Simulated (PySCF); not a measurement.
# One shape, several levels: H2O3 (trioxidane)

We compute a comparison of 6 runs (HF/def2-SVP, HF/6-311G**, B3LYP/STO-3G, B3LYP/6-31G*, BP86/pcseg-2) of H2O3 (trioxidane). Input form: a Python script.

The results are computed with PySCF 2.14.0.

## (1) The system as given

The species is H2O3 (5 atoms), meant as a singlet with charge 0. As SMILES, `OOO`. Geometry: relaxed at PBE0-D4/def2-TZVP. This is a higher conformer, about 11 kJ/mol above the lowest found by a separate search.

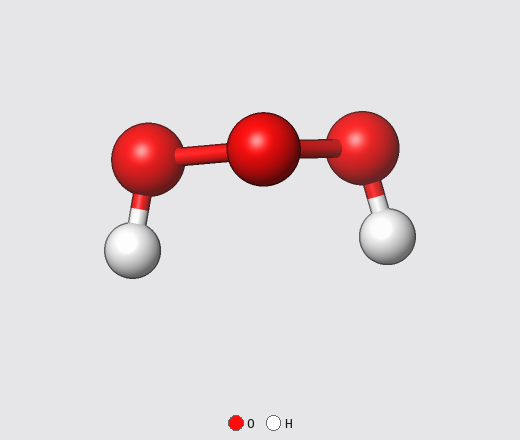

The structure, seen from a chosen angle (oxygen red, hydrogen white).

## (2) Energy and forces at HF/def2-SVP (run 1)

Input file geometry.xyz:

```xyz
5
H2O3
O     -0.968320    -0.699970    -0.146130
O     -0.133650    -0.043580     0.770240
O      1.173090    -0.066850     0.261080
H     -1.310410     0.028200    -0.685190
H      1.239280     0.782200    -0.199990
```

Input file job.py:

```python
import pyscf.grad
from pyscf import gto, scf

molecule = gto.Mole()
molecule.atom = 'geometry.xyz'
molecule.verbose = 4
molecule.max_memory = 1860
molecule.basis = 'def2-svp'
molecule.charge = 0
molecule.spin = 0
molecule.build()

hf = scf.RHF(molecule)
hf.conv_tol = 1e-10
hf.kernel()
if not hf.converged:
    hf = hf.newton().run(hf.mo_coeff, hf.mo_occ)

etot = hf.e_tot
print('Final energy', etot)
grad = hf.Gradients().kernel()
dip = hf.dip_moment()
pop, q = hf.mulliken_pop()
```

Launch:

```console
$ OMP_NUM_THREADS=1 python job.py
```

The program printed:

```text
PySCF version 2.14.0

[... 61 lines left out ...]
converged SCF energy = -225.35051825205
Final energy -225.35051825205028
[... 11 lines left out ...]
Dipole moment(X, Y, Z, Debye): -0.43394,  2.87759, -2.18998
[... 58 lines left out ...]
charge of    4H =      0.20866
```

Wall time 2.1 s (1 thread of Arm Neoverse N1, shared host); peak memory 0.12 GiB.

## (3) Energy and gradient at HF/6-311G(d,p) (run 2)

Input file job.py:

```python
from pyscf import gto, scf

mol = gto.M(
    atom='''
O   -0.968320  -0.699970  -0.146130
O   -0.133650  -0.043580   0.770240
O    1.173090  -0.066850   0.261080
H   -1.310410   0.028200  -0.685190
H    1.239280   0.782200  -0.199990
''',
    verbose=3,
    max_memory=1860,
    basis='6-311g**',
)

mf = scf.RHF(mol)
mf.conv_tol = 1e-10
mf.kernel()
if not mf.converged:
    mf = mf.newton().run(mf.mo_coeff, mf.mo_occ)

e_final = mf.e_tot
print(f'total energy: {e_final:.8f} hartree')
grad = mf.nuc_grad_method().kernel()
mf.analyze()
```

Launch:

```console
$ OMP_NUM_THREADS=1 python job.py
```

The program printed:

```text
converged SCF energy = -225.600418756588
[... 15 lines left out ...]
MO #6   energy= -1.13981908276692  occ= 2
[... 11 lines left out ...]
MO #18  energy= 0.563301498801364  occ= 0
[... 11 lines left out ...]
MO #30  energy= 1.50409993657725   occ= 0
[... 11 lines left out ...]
MO #42  energy= 2.95491016778083   occ= 0
[... 11 lines left out ...]
MO #54  energy= 4.22470464973923   occ= 0
[... 11 lines left out ...]
MO #66  energy= 51.4555604686744   occ= 0
[... 6 lines left out ...]
Dipole moment(X, Y, Z, Debye): -0.44108,  2.88674, -2.16664
```

Run time: 3.3 s. Hardware: 1 thread of Arm Neoverse N1, shared host; peak memory 0.14 GiB.

Runs 3 to 4 aren't shown in full; the table further down has their settings and results.

## (4) Energy and forces at B3LYP/6-31G(d) (Cartesian functions) (run 5)

Input file job.py:

```python
import pyscf.grad
from pyscf import gto, dft

system = gto.M(
    atom='''
O     -0.968320    -0.699970    -0.146130
O     -0.133650    -0.043580     0.770240
O      1.173090    -0.066850     0.261080
H     -1.310410     0.028200    -0.685190
H      1.239280     0.782200    -0.199990
''',
    basis='6-31g*',
    cart=True,
    charge=0,
    verbose=4,
    max_memory=1860,
)

ks = dft.RKS(system, xc='b3lyp')
ks.conv_tol = 1e-10
ks.grids.level = 5
ks.kernel()
if not ks.converged:
    ks = ks.newton().run(ks.mo_coeff, ks.mo_occ)

etot = ks.e_tot
print('E = %.10f Eh' % etot)
grad = ks.Gradients().kernel()
dip = ks.dip_moment()
pop, q = ks.mulliken_pop()
```

Launch:

```console
$ OMP_NUM_THREADS=1 python job.py
```

The program printed:

```text
PySCF version 2.14.0

[... 74 lines left out ...]
converged SCF energy = -226.671989112804
[... 13 lines left out ...]
Dipole moment(X, Y, Z, Debye): -0.41674,  2.67827, -1.97088
[... 55 lines left out ...]
charge of    4H =      0.40187
```

It took 12 s on 1 thread of Arm Neoverse N1, shared host; peak memory 0.51 GiB.

## (5) Energy and forces at BP86/pcseg-2 (run 6)

Input file input.py:

```python
from pyscf import gto, dft

molecule = gto.Mole()
molecule.atom = '''
O     -1.829860    -1.322752    -0.276146
O     -0.252562    -0.082354     1.455543
O      2.216819    -0.126328     0.493370
H     -2.476316     0.053290    -1.294821
H      2.341900     1.478144    -0.377926
'''
molecule.unit = 'bohr'
molecule.verbose = 4
molecule.charge = 0
molecule.max_memory = 1860
molecule.basis = 'pcseg-2'
molecule.build()

mf = dft.RKS(molecule, xc='bp86')
mf.conv_tol = 1e-10
mf.grids.level = 5
mf.kernel()
if not mf.converged:
    mf = mf.newton().run(mf.mo_coeff, mf.mo_occ)

energy = mf.e_tot
print('E = %.10f Eh' % energy)
grad = mf.nuc_grad_method().kernel()
mf.analyze()
```

Launch:

```console
$ OMP_NUM_THREADS=1 python input.py
```

The program printed:

```text
PySCF version 2.14.0

[... 106 lines left out ...]
MO #8   energy= -0.493172390634031 occ= 2
[... 21 lines left out ...]
MO #30  energy= 0.626765960757314  occ= 0
[... 21 lines left out ...]
MO #52  energy= 1.98918656952936   occ= 0
[... 21 lines left out ...]
MO #74  energy= 3.70452703308035   occ= 0
[... 21 lines left out ...]
MO #96  energy= 5.67169866240928   occ= 0
[... 21 lines left out ...]
MO #118 energy= 10.4165156951322   occ= 0
[... 126 lines left out ...]
Dipole moment(X, Y, Z, Debye): -0.39138,  2.51489, -1.85046
```

Run time: 50 s. Hardware: 1 thread of Arm Neoverse N1, shared host; peak memory 1.2 GiB.

## (6) All runs side by side

```csv
run,level,integration grid,Cartesian functions,energy (Eh),dipole moment (D),HOMO energy (eV),LUMO energy (eV),wall time
1,HF/def2-SVP,–,no,-225.350518,3.64,-13.52,4.14,2.1 s
2,HF/6-311G**,–,no,-225.600419,3.64,-13.50,3.54,3.3 s
3,B3LYP/STO-3G,5,no,-223.580064,2.69,-4.23,5.15,5.7 s
4,B3LYP/6-31G* (spherical functions),5,no,-226.666919,3.35,-7.91,0.57,11 s
5,B3LYP/6-31G* (Cartesian functions),5,yes,-226.671989,3.35,-7.95,0.53,12 s
6,BP86/pcseg-2,5,no,-226.809588,3.15,-6.86,-1.26,50 s
```

## (7) What came out

| quantity | value |
| --- | --- |
| run 6: total energy | -226.80959 Eh |
| run 6: dipole moment | 3.15 D |
| run 6: HOMO energy | -6.86 eV |
| run 6: LUMO energy | -1.26 eV |
| run 6: HOMO–LUMO gap | 5.60 eV |
| run 6: largest force on an atom | 1.420 eV/Å |

In words: The dipole moment (its size) runs from 2.69 D (B3LYP/STO-3G) to 3.64 D (HF/def2-SVP). The two ends differ in method and basis. The HOMO–LUMO gap runs from 5.60 eV (BP86/pcseg-2) to 17.66 eV (HF/def2-SVP). Totals of different functionals can't be ranked against each other. In run 3 the basis is minimal, so the values are rough. All runs together took 84 s, the longest 50 s.
